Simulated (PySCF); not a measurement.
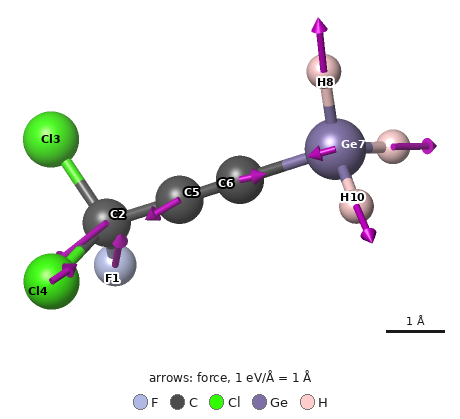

Starting geometry of C3H3Cl2FGe with the computed forces as purple arrows. A ball-and-stick model, seen from a free direction.

The start comes from GFN2-xTB. Its atoms were then displaced at random by about 0.01 Å.

The calculation used PySCF 2.14.0, density-fitted response routines, PBE0-D3(BJ)/def2-SVP geometry optimisation, gas phase. 

Question: What follows when this structure is relaxed?

Answer: It isn't relaxed: the largest force vector, on a C atom, is 1.46 eV/Å. The final displacements follow the starting forces only in part (cosine between the two patterns 0.70). Over 6 geometry steps the energy falls by 0.131 eV. An H atom moves most after the best rigid fit: 0.062 Å. By element the largest moves are H 0.062 Å, Cl 0.051 Å, C 0.041 Å, F 0.033 Å, Ge 0.007 Å. Some distances before and after: Ge–H 1.477 → 1.533 Å, C–F 1.372 → 1.340 Å, C–Cl 1.814 → 1.783 Å, C–Ge 1.886 → 1.907 Å.
